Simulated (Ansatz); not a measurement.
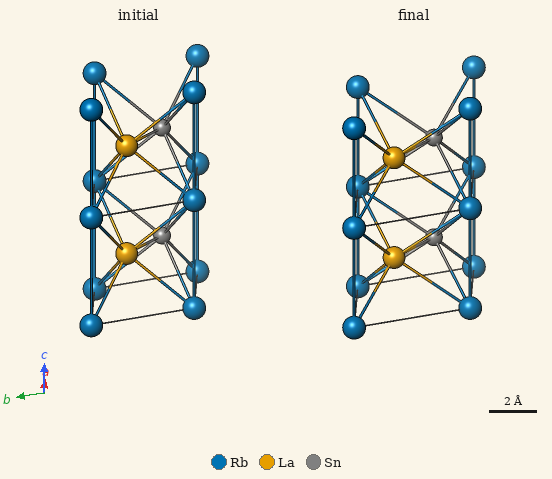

The structure of crystalline RbLaSn (a generated structure, set up in P-6m2) (coarse preliminary run) before (left) and after (right) a relaxation, at one scale.

Style: ball-and-stick. Shown: the cell of the calculation, repeated 1 × 1 × 2 with one cell outlined, from a free direction.

Theory: Ansatz 0.2.0, DFT PBE, scalar-relativistic, plane waves, PAW. Settings: plane-wave cutoff 420 eV; k-point mesh 6 × 6 × 4; occupations gaussian; smearing width 0.1 eV; no spin polarisation; cell and atoms relaxed; force threshold 0.04 eV/Å; at most 70 steps.

### What changed between the two?

The atoms keep their places relative to the cell (all moves are under 0.005 Å). The drawn cell changes as follows: a = b 5.036 → 5.680 Å (+12.8 %), c 4.887 → 4.519 Å (−7.5 %); the volume changes by +17.6 %. Near-neighbour distances that change, for instance: La–Sn 2.907 → 3.280 Å, Rb–Rb 4.887 → 4.519 Å, Rb–Sn 3.798 → 3.983 Å, La–Rb 3.798 → 3.983 Å. The space group stays P-6m2 (No. 187). Over 7 accepted moves (8 points after the start) the energy falls by 255 meV per atom. All forces vanish by symmetry, so only the cell relaxes. Pressure: 8.65 GPa at the start and −0.09 GPa at the end. The SCF was repeated once at an unchanged geometry on a basis and grid sized afresh for the cell, which shifted the energy by 1.7 meV per atom at most. Cost: 50 s on 1 thread of Arm Neoverse V2, with other jobs on the host, peak memory 0.38 GiB.
